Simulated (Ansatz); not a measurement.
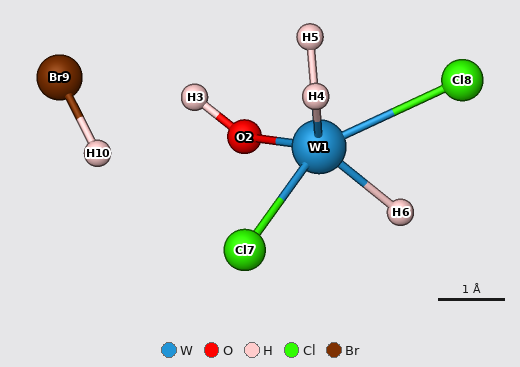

Fig. 1: The structure as given in the input (ball-and-stick view, seen at a tilt; atoms are numbered from 1 in the order of the input). Sticks mark near contacts. Bond lengths as drawn: Br–H 1.44 Å, Cl–W 2.31 to 2.41 Å, H–O 0.97 Å, H–W 1.67 to 1.68 Å and O–W 1.86 Å.

**Nudged elastic band, with input and output: WH5BrCl2O**

WH5BrCl2O, set up with RKS B3LYP-D4/def2-SVP (Ansatz 0.2.0).

One setting was made poor on purpose. It belongs to a series of runs on one base structure; here: an input spoilt on purpose.

Input:
```yaml
crystal:
  periodic: [false, false, false]
  atoms:
    - { symbol: W, position_ang: [-0.422123, -0.279127, -0.05657] }
    - { symbol: O, position_ang: [-0.612926, 0.297288, 1.697769] }
    - { symbol: H, position_ang: [0.09125, 0.545343, 2.322844] }
    - { symbol: H, position_ang: [0.966744, -0.594968, -0.948264] }
    - { symbol: H, position_ang: [0.757396, 0.909607, -0.089387] }
    - { symbol: H, position_ang: [-1.996434, -0.281161, -0.652243] }
    - { symbol: Cl, position_ang: [-0.200585, -2.558219, 0.257457] }
    - { symbol: Cl, position_ang: [-0.692954, 1.105187, -2.009701] }
    - { symbol: Br, position_ang: [2.334779, -0.994746, 2.886038] }
    - { symbol: H, position_ang: [1.649752, -2.019803, 2.150857] }
basis:
  gaussian: { orbitals: def2-SVP }
hamiltonian:
  xc: b3lyp
  dispersion: d4
neb:
  order_check: false
  images: 7
  f_tol: 0.05
  max_iterations: 8
  optimiser: lbfgs
  climbing: true
  final_atoms:
    - { symbol: W, position_ang: [0.28162617, -0.34541284, -0.11137318] }
    - { symbol: O, position_ang: [-0.05298386, -0.64126521, 2.1925302] }
    - { symbol: H, position_ang: [-0.62276252, -1.41829878, 2.32471449] }
    - { symbol: H, position_ang: [0.49575577, 1.13422701, 0.63758577] }
    - { symbol: H, position_ang: [-0.09355673, 1.03340146, -0.94936378] }
    - { symbol: H, position_ang: [-1.07137585, 0.52518178, 0.33834419] }
    - { symbol: Cl, position_ang: [-1.33536843, -2.04704999, 0.02174561] }
    - { symbol: Cl, position_ang: [0.86021497, -0.77963365, -2.30210748] }
    - { symbol: Br, position_ang: [2.61790428, -0.51193163, 0.77367546] }
    - { symbol: H, position_ang: [0.79544521, -0.81981715, 2.6330487] }
  initial_path:
    images:
      - { positions_ang: [[-0.422123, -0.279127, -0.05657], [-0.612926, 0.297288, 1.697769], [0.09125, 0.545343, 2.322844], [0.966744, -0.594968, -0.948264], [0.757396, 0.909607, -0.089387], [-1.996434, -0.281161, -0.652243], [-0.200585, -2.558219, 0.257457], [-0.692954, 1.105187, -2.009701], [2.334779, -0.994746, 2.886038], [1.649752, -2.019803, 2.150857]] }
      - { positions_ang: [[-0.32171345, -0.22595167, -0.0509174], [-0.41928763, 0.28354452, 1.83027998], [-0.11485665, 0.42716551, 2.40821536], [1.14782581, -0.49262706, -0.75007338], [0.58825658, 1.0906299, -0.13558793], [-1.9303357, -0.19768254, -0.46728667], [-0.19075794, -2.52586618, 0.26805523], [-0.57235288, 0.73172837, -2.10590062], [2.20257411, -1.251732, 2.41510629], [1.48554675, -1.70980785, 2.14690914]] }
      - { positions_ang: [[-0.22130389, -0.17277634, -0.0452648], [-0.22564927, 0.26980104, 1.96279096], [-0.3209633, 0.30898803, 2.49358671], [1.32890762, -0.39028611, -0.55188276], [0.41911716, 1.27165281, -0.18178886], [-1.8642374, -0.11420408, -0.28233034], [-0.18093089, -2.49351336, 0.27865346], [-0.45175177, 0.35826973, -2.20210023], [2.07036922, -1.50871801, 1.94417458], [1.3213415, -1.3998127, 2.14296128]] }
      - { positions_ang: [[-0.12089434, -0.11960102, -0.0396122], [-0.0320109, 0.25605755, 2.09530193], [-0.52706994, 0.19081054, 2.57895807], [1.50998944, -0.28794517, -0.35369214], [0.24997774, 1.45267571, -0.22798979], [-1.79813911, -0.03072561, -0.09737401], [-0.17110383, -2.46116053, 0.28925169], [-0.33115065, -0.0151889, -2.29829985], [1.93816433, -1.76570401, 1.47324287], [1.15713625, -1.08981755, 2.13901343]] }
      - { positions_ang: [[-0.02048478, -0.06642569, -0.0339596], [0.16162747, 0.24231407, 2.22781291], [-0.73317659, 0.07263305, 2.66432943], [1.69107125, -0.18560423, -0.15550152], [0.08083833, 1.63369861, -0.27419072], [-1.73204081, 0.05275285, 0.08758232], [-0.16127677, -2.42880771, 0.29984992], [-0.21054953, -0.38864754, -2.39449947], [1.80595944, -2.02269002, 1.00231116], [0.99293101, -0.7798224, 2.13506557]] }
      - { positions_ang: [[0.05504296, -0.13617248, -0.05331299], [0.10797464, 0.02141925, 2.21899223], [-0.70557307, -0.3000999, 2.57942569], [1.39224238, 0.14435358, 0.04277031], [0.03723956, 1.48362432, -0.44298399], [-1.56687457, 0.17086008, 0.15027279], [-0.45479969, -2.33336828, 0.23032385], [0.05714159, -0.48639407, -2.37140147], [2.00894565, -1.64500042, 0.94515224], [0.94355956, -0.78982109, 2.25956135]] }
      - { positions_ang: [[0.1305707, -0.20591926, -0.07266639], [0.0543218, -0.19947557, 2.21017155], [-0.67796955, -0.67283286, 2.49452196], [1.09341351, 0.47431139, 0.24104213], [-0.0063592, 1.33355003, -0.61177725], [-1.40170833, 0.28896731, 0.21296326], [-0.7483226, -2.23792885, 0.16079777], [0.32483272, -0.5841406, -2.34830347], [2.21193186, -1.26731082, 0.88799331], [0.89418811, -0.79981978, 2.38405713]] }
      - { positions_ang: [[0.20609843, -0.27566605, -0.09201978], [0.00066897, -0.42037039, 2.20135088], [-0.65036604, -1.04556582, 2.40961823], [0.79458464, 0.8042692, 0.43931395], [-0.04995797, 1.18347575, -0.78057052], [-1.23654209, 0.40707454, 0.27565373], [-1.04184551, -2.14248942, 0.09127169], [0.59252384, -0.68188712, -2.32520547], [2.41491807, -0.88962122, 0.83083439], [0.84481666, -0.80981847, 2.50855292]] }
      - { positions_ang: [[0.28162617, -0.34541284, -0.11137318], [-0.05298386, -0.64126521, 2.1925302], [-0.62276252, -1.41829878, 2.32471449], [0.49575577, 1.13422701, 0.63758577], [-0.09355673, 1.03340146, -0.94936378], [-1.07137585, 0.52518178, 0.33834419], [-1.33536843, -2.04704999, 0.02174561], [0.86021497, -0.77963365, -2.30210748], [2.61790428, -0.51193163, 0.77367546], [0.79544521, -0.81981715, 2.6330487]] }
  n_images: 5
```

Command:
```bash
ansatz run input.yaml --threads 4 --pin off --max-ram 5120MiB --backend cpu --events-out ev --progress --plain --runs-dir out
```

Log:
```
Error: YAML parse error: error: line 48 column 3: unknown field `n_images`, expected one of images, spring, climbing, order_check, relax_end_points, f_tol, exx_force_gate, max_iterations, max_displacement, density_extrapolation, optimiser, initial_path, freeze_fraction, magnetization_jump, magnetization_bend, levels_near_fermi, parallel_images, constraints, final_atoms
  --> <input>:48:3
   |
46 |       - { positions_ang: [[0.20609843, -0.27566605, -0.09201978], […
47 |       - { positions_ang: [[0.28162617, -0.34541284, -0.11137318], […
48 |   n_images: 5
   |   ^ unknown field `n_images`, expected one of images, spring, climbing, order_check, relax_end_points, f_tol, exx_force_gate, max_iterations, max_displacement, density_extrapolation, optimiser, initial_path, freeze_fraction, magnetization_jump, magnetization_bend, levels_near_fermi, parallel_images, constraints, final_atoms
```

Outcome:

| quantity | value |
| --- | --- |
| outcome | refused by the program |
| hardware | 4 threads of Arm Neoverse V2, 24 GiB of memory available, shared host |

Diagnosis:

The program refused the input: “YAML parse error: error: line 48 column 3: unknown field `n_images`, expected one of images, spring, climbing, order_check, relax_end_points, f_tol, exx_force_gate, max_iterations, max_displacement, density_extrapolation, optimiser, initial_path, freeze_fraction, magnetization_jump, magnetization_bend, …” A deliberately poor setting: bad input.
